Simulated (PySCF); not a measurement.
# C₆H₅FS: excited states, first hyperpolarisability

Aim: compute the excited states, first hyperpolarisability of C₆H₅FS (`Fc1ccccc1S`).

Computed with PySCF 2.14.0 and routines of our own; the level stands in each step. Atoms count from 0.

## 1. The system as given

13 atoms, charge 0, multiplicity 1; geometry from: GFN2-xTB.

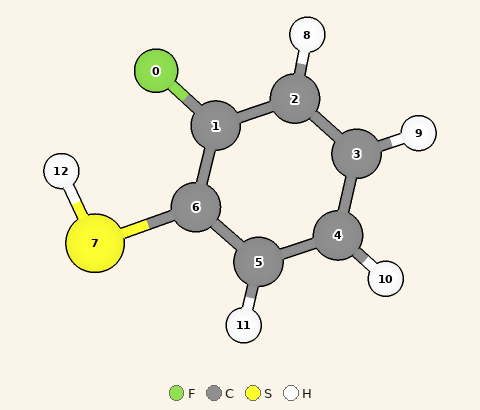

The starting geometry (fluorine green, carbon grey, sulfur yellow, hydrogen white).

## 2. Geometry optimisation at PBE0-D3(BJ)/def2-SVP

The job: settings as JSON, then the geometry in Å.

```
{"job": {"xc": "PBE0", "basis": "def2-SVP", "d3": "d3bj", "grid": 2, "kind": "geom"}, "charge": 0, "multiplicity": 1}
F      1.384154     1.942077     0.667710
C      0.535095     0.937479     0.340677
C     -0.810106     1.092592     0.608201
C     -1.689190     0.075238     0.279682
C     -1.212201    -1.083626    -0.311112
C      0.136031    -1.229753    -0.575344
C      1.034175    -0.218252    -0.251063
S      2.748761    -0.441317    -0.602149
H     -1.148620     2.007148     1.068748
H     -2.741582     0.190307     0.485649
H     -1.893920    -1.878760    -0.570105
H      0.513437    -2.129797    -1.035402
H      3.139578     0.737150    -0.123219
```

Command:

```
$ OMP_NUM_THREADS=1 python excited_run.py task.json out
```

This one command runs all jobs of the session in turn.

Log:

```text
step   0  E = -728.81484947  max force = 0.013275
step   1  E = -728.81615670  max force = 0.002689
step   2  E = -728.81618785  max force = 0.000796
step   3  E = -728.81618123  max force = 0.001156
step   4  E = -728.81619377  max force = 0.000243
optimisation converged
```

Run time: 34 s. Hardware: 1 thread of Arm Neoverse V2, shared host; peak memory 0.77 GiB.

The steps of the relaxation:

```tsv
step	energy from step 0 (eV)	largest force component (eV/Å)
0	0.0000	0.6826
1	-0.0356	0.1383
2	-0.0364	0.0409
3	-0.0362	0.0594
4	-0.0366	0.0125
```

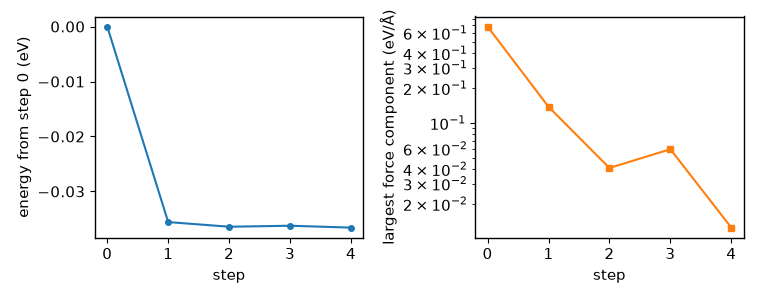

Energy and force, step by step.

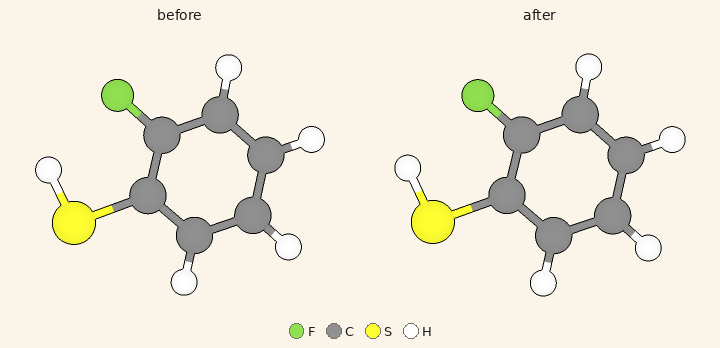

The geometry before (left) and after (right).

Close pairs (by a distance rule), those that changed most:

```tsv
bond	before (Å)	after (Å)	change (Å)
F0–C1	1.355	1.338	-0.018
S7–H12	1.331	1.348	+0.017
C5–H11	1.079	1.093	+0.014
C2–H8	1.078	1.092	+0.013
C3–H9	1.079	1.092	+0.013
C4–H10	1.079	1.092	+0.013
C4–C5	1.382	1.392	+0.010
C2–C3	1.384	1.393	+0.009
```

The final coordinates are the input of the step that follows.

```tsv
at the end point	value
point group (found at 0.08 Å tolerance)	Cs
rotational constants (GHz, main isotopes)	2.894, 1.552, 1.010
dipole moment (D)	1.13
```

## 3. Excited states: TDA CAM-B3LYP/def2-TZVP

The job: settings as JSON, then the geometry in Å.

```
{"job": {"kind": "states", "xc": "CAM-B3LYP", "basis": "def2-TZVP", "tda": true, "soc": true, "nstates": 6, "ntriplets": 5, "nquad": 4}, "charge": 0, "multiplicity": 1}
F      1.285893     1.851655     0.507766
C      0.448215     0.858164     0.191205
C     -0.903854     1.007276     0.459938
C     -1.785394    -0.021317     0.134590
C     -1.297355    -1.186150    -0.456041
C      0.062472    -1.323358    -0.720116
C      0.963059    -0.300229    -0.400001
S      2.677438    -0.504685    -0.747216
H     -1.243824     1.935250     0.923488
H     -2.850944     0.090465     0.343835
H     -1.979384    -1.998523    -0.715139
H      0.441851    -2.237626    -1.182737
H      3.059158     0.693648    -0.262981
```

Method: TDA CAM-B3LYP/def2-TZVP excited states, vertical, gas phase, spin-orbit mean-field couplings.

Log:

```text
coarse grid: 12328 points
cycle   1  E = -729.6183504850  dE =  1.562e+00  |g| = 5.396e-01  |ddm| = 5.924e+00
cycle   2  E = -729.6075975199  dE =  1.075e-02  |g| = 6.454e-01  |ddm| = 1.416e+00
cycle   3  E = -729.6778645246  dE = -7.027e-02  |g| = 6.728e-02  |ddm| = 7.903e-01
cycle   4  E = -729.6787403474  dE = -8.758e-04  |g| = 3.492e-02  |ddm| = 9.169e-02
cycle   5  E = -729.6790385919  dE = -2.982e-04  |g| = 8.227e-03  |ddm| = 3.564e-02
cycle   6  E = -729.6790539389  dE = -1.535e-05  |g| = 3.060e-03  |ddm| = 1.139e-02
cycle   7  E = -729.6790561226  dE = -2.184e-06  |g| = 7.916e-04  |ddm| = 4.146e-03
final grid: 117464 points
cycle   8  E = -729.6721801603  dE = -3.566e-05  |g| = 4.143e-03  |ddm| = 5.358e-02
cycle   9  E = -729.6721796730  dE =  4.872e-07  |g| = 4.473e-03  |ddm| = 8.088e-03
cycle  10  E = -729.6721838000  dE = -4.127e-06  |g| = 5.713e-04  |ddm| = 5.855e-03
cycle  11  E = -729.6721838434  dE = -4.338e-08  |g| = 2.109e-04  |ddm| = 1.209e-03
cycle  12  E = -729.6721838523  dE = -8.909e-09  |g| = 3.546e-05  |ddm| = 3.526e-04
cycle  13  E = -729.6721838527  dE = -4.029e-10  |g| = 1.244e-05  |ddm| = 7.497e-05
converged SCF energy = -729.6721838527

Singlet excitations
state   eV       nm        f     d(h-e)  d(exc)  Lambda  PR(NTO)  |dmu|/D   mu/D   main configurations
  1   5.1191   242.2   0.03224   0.709   3.011   0.704   1.650    1.977    0.655   H->L 0.45, H->L+1 0.26, H-1->L 0.15
  2   5.4221   228.7   0.00003   0.694   2.761   0.450   1.009    2.345    3.647   H->L+2 0.87
  3   5.7441   215.8   0.22372   1.157   3.173   0.694   1.399    3.037    1.759   H->L 0.40, H->L+1 0.39, H-1->L 0.16
  4   6.5023   190.7   0.00181   0.908   3.246   0.477   1.044    3.373    4.647   H->L+3 0.85, H->L+4 0.10
  5   6.7764   183.0   0.26539   1.286   3.261   0.701   2.121                     H-1->L 0.39, H->L+1 0.29, H-2->L+1 0.10
  6   7.0288   176.4   0.54156   0.575   2.883   0.745   1.822                     H-1->L+1 0.54, H-2->L 0.16, H-1->L 0.15

Triplet excitations (Tamm-Dancoff)
state   eV     d(h-e)  d(exc)  Lambda  PR(NTO)   main configurations
  1   3.8124   0.383   2.736   0.700   1.470   H->L 0.54, H->L+1 0.18, H-1->L+1 0.10
  2   4.3759   0.595   2.855   0.712   1.048   H->L 0.37, H->L+1 0.36, H-1->L+1 0.18
  3   4.5948   0.199   2.754   0.707   1.713   H-1->L 0.62, H->L+1 0.27
  4   4.9727   0.580   2.632   0.449   1.013   H->L+2 0.82, H-2->L+2 0.08
  5   5.1307   0.169   2.749   0.761   1.094   H-1->L+1 0.64, H-1->L 0.23, H->L+1 0.11
S1 - T1 = 1.3066 eV

Spin-orbit couplings |<S|Hso|T>| (cm-1)
             T1       T2       T3       T4       T5
S0        0.530    0.489    0.804  154.976    1.309
S1        0.063    0.020    0.039    4.794    0.031
S2       17.256    5.171    6.231    1.007    3.926
S3        0.187    0.051    0.125   20.643    0.116
S4       17.621    1.130    8.502   46.193    4.323
S5        0.094    0.087    0.062    3.438    0.055
S6        0.128    0.058    0.120   15.273    0.162
T1 sublevels (cm-1): 0.000 0.014 0.018   radiative rates (1/s): 0.592 0.0257 0.569
```

Wall time 56 s (1 thread of Arm Neoverse V2, shared host); peak memory 1.1 GiB.

From this job:

```tsv
quantity	value
S1 less T1	1.31 eV
```

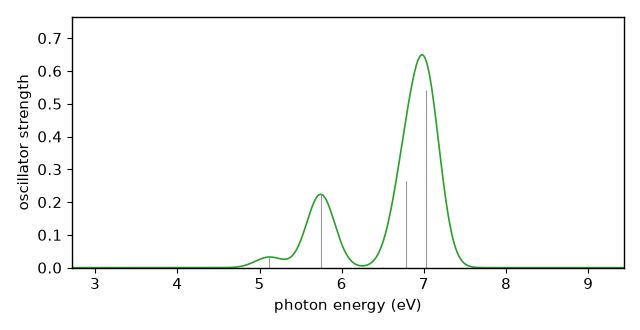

Absorption lines of the singlets. Lines are broadened to a width of 0.40 eV (Gaussian).

Orbitals, density, ELF and potential are computed afterwards from the orbital file.

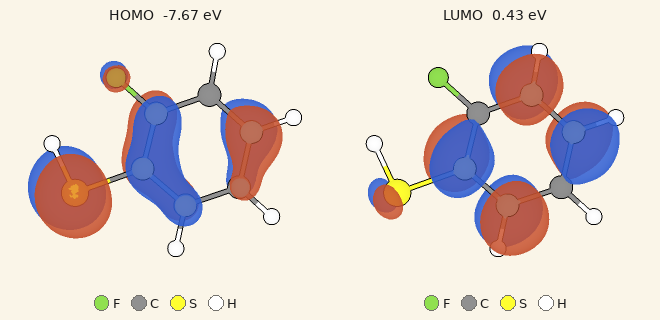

Frontier orbitals at CAM-B3LYP/def2-TZVP; each surface holds 70 % of the orbital's density, blue and red mark the sign.

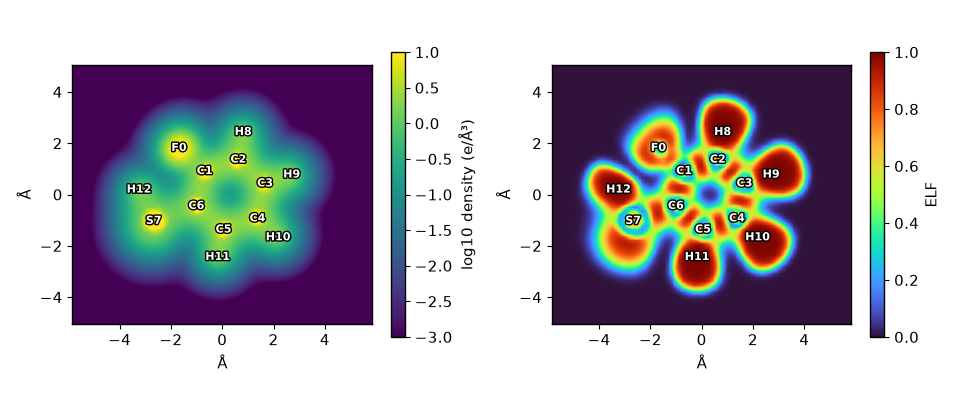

Density (left) and ELF (right) in a plane through or near 13 of the atoms.

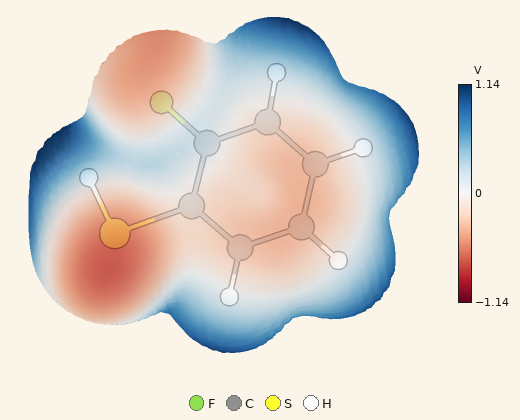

The potential that a unit positive charge feels on the 0.002 e/bohr³ surface, from -0.69 V near S7 to 1.14 V near H12.

## 4. Excited states: TDDFT CAM-B3LYP/aug-cc-pVDZ

Settings changed since step 3:

```diff
@@ -1,2 +1,2 @@
-{"job": {"kind": "states", "xc": "CAM-B3LYP", "basis": "def2-TZVP", "tda": true, "soc": true, "nstates": 6, "ntriplets": 5, "nquad": 4}, "charge": 0, "multiplicity": 1}
+{"job": {"kind": "states", "xc": "CAM-B3LYP", "basis": "aug-cc-pVDZ", "tpa": true, "nstates": 8, "nquad": 6, "ntriplets": 0}, "charge": 0, "multiplicity": 1}
 F      1.285893     1.851655     0.507766
```

With the program's defaults for keys left out, this is: TDDFT CAM-B3LYP/aug-cc-pVDZ excited states, vertical, gas phase, two-photon moments by quadratic response.

Log:

```text
coarse grid: 12328 points
cycle   1  E = -729.4950514762  dE =  1.617e+00  |g| = 4.908e-01  |ddm| = 3.204e+01
cycle   2  E = -729.4865762839  dE =  8.475e-03  |g| = 5.801e-01  |ddm| = 4.325e+00
cycle   3  E = -729.5500287787  dE = -6.345e-02  |g| = 6.163e-02  |ddm| = 1.804e+00
cycle   4  E = -729.5508457353  dE = -8.170e-04  |g| = 3.054e-02  |ddm| = 3.763e-01
cycle   5  E = -729.5510879252  dE = -2.422e-04  |g| = 7.778e-03  |ddm| = 2.223e-01
cycle   6  E = -729.5511024031  dE = -1.448e-05  |g| = 2.375e-03  |ddm| = 4.188e-02
cycle   7  E = -729.5511039093  dE = -1.506e-06  |g| = 7.058e-04  |ddm| = 1.212e-02
final grid: 117464 points
cycle   8  E = -729.5685589011  dE = -1.724e-05  |g| = 3.532e-03  |ddm| = 4.080e-01
cycle   9  E = -729.5685584014  dE =  4.997e-07  |g| = 4.119e-03  |ddm| = 4.112e-02
cycle  10  E = -729.5685620638  dE = -3.662e-06  |g| = 4.098e-04  |ddm| = 1.684e-02
cycle  11  E = -729.5685620937  dE = -2.983e-08  |g| = 1.332e-04  |ddm| = 2.584e-03
cycle  12  E = -729.5685620980  dE = -4.381e-09  |g| = 3.022e-05  |ddm| = 9.555e-04
cycle  13  E = -729.5685620984  dE = -3.408e-10  |g| = 8.525e-06  |ddm| = 2.342e-04
converged SCF energy = -729.5685620984

Singlet excitations
state   eV       nm        f     d(h-e)  d(exc)  Lambda  PR(NTO)  |dmu|/D   mu/D   delta(TPA)   sigma/GM   main configurations
  1   5.0088   247.5   0.04048   0.712   3.067   0.677   1.582    2.225    0.825       32.64      0.300   H->L+1 0.58, H->L+4 0.19, H-1->L+1 0.10
  2   5.3946   229.8   0.00601   0.570   3.450   0.292   1.030    2.316    3.621        5.59      0.060   H->L+7 0.34, H->L 0.33, H->L+2 0.10
  3   5.5126   224.9   0.17975   0.969   3.229   0.677   1.455    2.632    1.282      141.48      1.575   H->L+4 0.49, H->L+1 0.31, H-1->L+1 0.17
  4   5.6725   218.6   0.01347   1.658   3.943   0.296   1.025    7.554    8.959      109.45      1.290   H->L+2 0.59, H->L+5 0.13, H->L+7 0.12
  5   6.0935   203.5   0.00842   2.316   4.992   0.272   1.087    9.480    8.073       36.36      0.495   H->L 0.56, H->L+7 0.15, H->L+2 0.15
  6   6.3798   194.3   0.25674   0.783   3.229   0.672   2.056    2.093    0.708       16.82      0.251   H-1->L+1 0.56, H->L+4 0.28
  7   6.4044   193.6   0.00004   0.994   5.158   0.156   1.173                                            H->L+3 0.78
  8   6.6231   187.2   0.43074   0.338   2.924   0.718   1.585                                            H-1->L+4 0.72, H-1->L+1 0.10
```

It took 47 s on 1 thread of Arm Neoverse V2, shared host; peak memory 0.96 GiB.

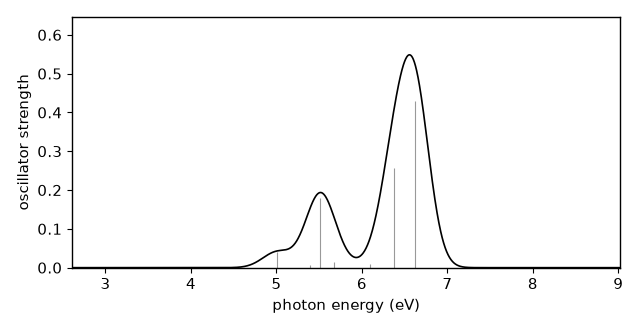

Absorption lines of the singlets. Lines are broadened to a width of 0.40 eV (Gaussian).

## 5. First hyperpolarisability: quadratic response CAM-B3LYP/aug-cc-pVDZ

Settings changed since step 4:

```diff
@@ -1,2 +1,2 @@
-{"job": {"kind": "states", "xc": "CAM-B3LYP", "basis": "aug-cc-pVDZ", "tpa": true, "nstates": 8, "nquad": 6, "ntriplets": 0}, "charge": 0, "multiplicity": 1}
+{"job": {"kind": "beta", "xc": "CAM-B3LYP", "basis": "aug-cc-pVDZ"}, "charge": 0, "multiplicity": 1}
 F      1.285893     1.851655     0.507766
```

With the program's defaults for keys left out, this is: quadratic response CAM-B3LYP/aug-cc-pVDZ first hyperpolarisability, Taylor convention, gas phase.

Log:

```text
coarse grid: 12328 points
cycle   1  E = -729.4950514762  dE =  1.617e+00  |g| = 4.908e-01  |ddm| = 3.204e+01
cycle   2  E = -729.4865762839  dE =  8.475e-03  |g| = 5.801e-01  |ddm| = 4.325e+00
cycle   3  E = -729.5500287787  dE = -6.345e-02  |g| = 6.163e-02  |ddm| = 1.804e+00
cycle   4  E = -729.5508457353  dE = -8.170e-04  |g| = 3.054e-02  |ddm| = 3.763e-01
cycle   5  E = -729.5510879252  dE = -2.422e-04  |g| = 7.778e-03  |ddm| = 2.223e-01
cycle   6  E = -729.5511024031  dE = -1.448e-05  |g| = 2.375e-03  |ddm| = 4.188e-02
cycle   7  E = -729.5511039093  dE = -1.506e-06  |g| = 7.058e-04  |ddm| = 1.212e-02
final grid: 117464 points
cycle   8  E = -729.5685589011  dE = -1.724e-05  |g| = 3.532e-03  |ddm| = 4.080e-01
cycle   9  E = -729.5685584014  dE =  4.997e-07  |g| = 4.119e-03  |ddm| = 4.112e-02
cycle  10  E = -729.5685620638  dE = -3.662e-06  |g| = 4.098e-04  |ddm| = 1.684e-02
cycle  11  E = -729.5685620937  dE = -2.983e-08  |g| = 1.332e-04  |ddm| = 2.584e-03
cycle  12  E = -729.5685620980  dE = -4.381e-09  |g| = 3.022e-05  |ddm| = 9.555e-04
cycle  13  E = -729.5685620984  dE = -3.408e-10  |g| = 8.525e-06  |ddm| = 2.342e-04
converged SCF energy = -729.5685620984

Lowest singlets (eV, f): 5.0088 0.0405  5.3946 0.0060  5.5126 0.1797

First hyperpolarisability (au)
process     nm      |vector|   parallel      HRS      DR
static         -      313.50    -182.85     127.61   5.305
shg       1907.0      336.96    -197.33     137.52   5.296
eope      1907.0      320.99    -187.48          -       -
shg       1064.0      401.32    -236.93     164.75   5.283
eope      1064.0      338.74    -198.43          -       -
```

Wall time 39 s (1 thread of Arm Neoverse V2, shared host); peak memory 0.93 GiB.

## 6. Outcome

| quantity | value |
| --- | --- |
| point group | Cs |
| rotational constants (main isotopes) | 2.89, 1.55, 1.01 GHz |
| S1 less T1 (step 3, TDA CAM-B3LYP/def2-TZVP) | 1.31 eV |
| surface potential, least and greatest | -0.69 V and 1.14 V |
| β vector (step 5, quadratic response CAM-B3LYP/aug-cc-pVDZ) | static 314, SHG 1907.0 nm 337, SHG 1064.0 nm 401 au |

What this shows: Relaxing lowered the energy by 0.037 eV in 4 steps; the close pair that moved most is F0–C1, from 1.355 to 1.338 Å. In step 3, the number of triplets below S1 is 4, and the largest singlet-triplet spin-orbit coupling is S0–T4, 154.98 cm⁻¹. β grows from 314 au (static) to 401 au for doubling at 1064.0 nm: normal dispersion, which grows as twice the photon energy moves toward the bright states.
